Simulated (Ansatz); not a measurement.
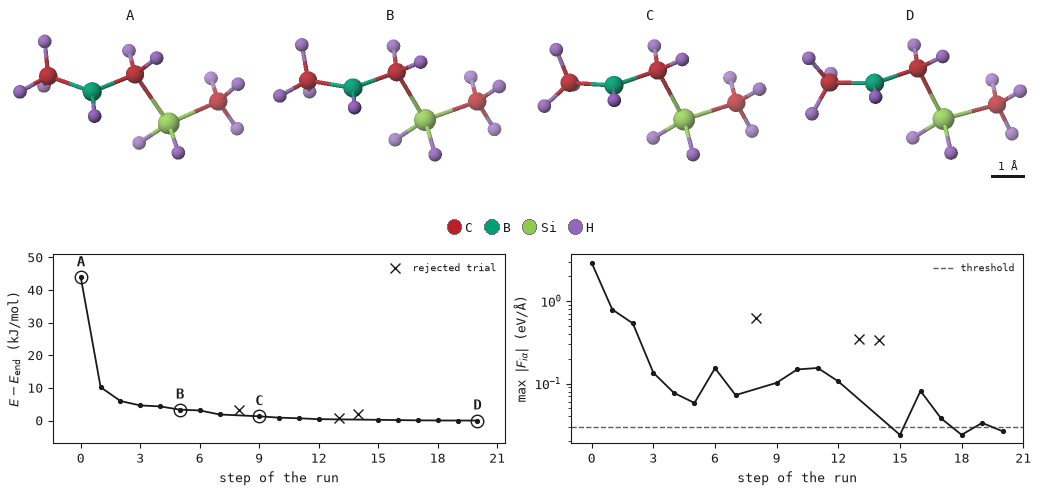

Frames of a relaxation of C3H11BSi (coarse preliminary run), marked on the history of the run. Style: ball-and-stick. Shown at a tilt.

The start comes from a force field.

Theory: Ansatz 0.2.0, RKS PBE-D4/def2-SVP. Set-up: force threshold 0.03 eV/Å; at most 200 steps.

Q: Describe the path.

A: Over 17 accepted moves (20 points after the start) the energy falls by 43.9 kJ/mol. The largest force component goes from 2.9 to 0.026 eV/Å. The line search rejected the trial steps at points 8, 13, 14 of the run. The forces were under the threshold at step 15, but the run went on from there. An H atom moves most after the best rigid fit: 0.95 Å. Largest moves by element: H 0.95 Å, B 0.29 Å, C 0.25 Å, Si 0.21 Å. Near-neighbour distances that change, for instance: H–Si 1.418 → 1.507 Å, B–H 1.151 → 1.226 Å, C–Si 1.832 → 1.892 Å, C–H 1.155 → 1.109 Å. Among the angles between lasting bonds that change: B–C–H 109.7° → 115.7°, C–Si–H 103.7° → 109.5°, B–C–H 112.8° → 107.1°. Groups turn about B–C by about 50°, B–C by about 30°. Cost: 23 s on 4 threads of AMD EPYC 7R13, on a shared host. From step 0 to 5: an H atom moves most (0.40 Å), energy −40.6 kJ/mol. From step 5 to 9: an H atom moves most (0.40 Å), energy −2.04 kJ/mol. From step 9 to 20: an H atom moves most (0.47 Å), energy −1.30 kJ/mol.

| step | E − E(0), kJ/mol | largest force component, eV/Å | note |
| --- | --- | --- | --- |
| 0 | 0.00 | 2.8899 |  |
| 1 | -33.69 | 0.7891 |  |
| 2 | -37.92 | 0.5365 |  |
| 3 | -39.28 | 0.1352 |  |
| 4 | -39.58 | 0.0772 |  |
| 5 | -40.57 | 0.0583 |  |
| 6 | -40.82 | 0.1538 |  |
| 7 | -42.05 | 0.0725 |  |
| 8 | -40.77 | 0.6167 | rejected |
| 9 | -42.61 | 0.1023 |  |
| 10 | -43.03 | 0.1484 |  |
| 11 | -43.22 | 0.1547 |  |
| 12 | -43.48 | 0.1063 |  |
| 13 | -42.98 | 0.3447 | rejected |
| 14 | -41.88 | 0.3400 | rejected |
| 15 | -43.69 | 0.0239 |  |
| 16 | -43.77 | 0.0815 |  |
| 17 | -43.85 | 0.0379 |  |
| 18 | -43.89 | 0.0240 |  |
| 19 | -43.91 | 0.0334 |  |
| 20 | -43.91 | 0.0264 |  |
